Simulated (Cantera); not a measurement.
Input: 1 mol TEOS, 0.59 mol N2O, equilibrated at 0.220 bar.

Cantera equilibrium calculation (NASA polynomials, part measured and part estimated; ideal gas, pure solids and liquids). Candidate condensed phases: C, C6H6, C7H8, C8H18, H2O, Si, SiC, SiO2, Si2N2O, Si3N4; 151 gas species. The feed counts by its element totals alone. Equilibrium is a limit: real reactors are often held back by kinetics, nucleation or transport.

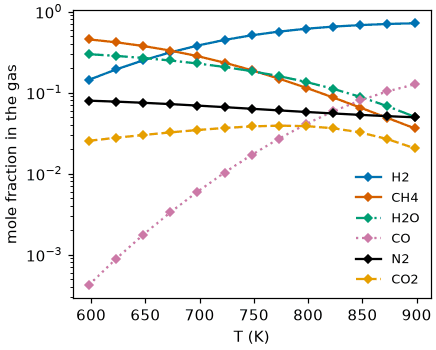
Figure. Equilibrium gas composition (values under 1e-9 drawn at 1e-9)

From 598 K to 823 K the condensed part is C(graphite) + SiO2(α-quartz). From 848 K to 898 K the condensed part is C(graphite) + SiO2(β-quartz).
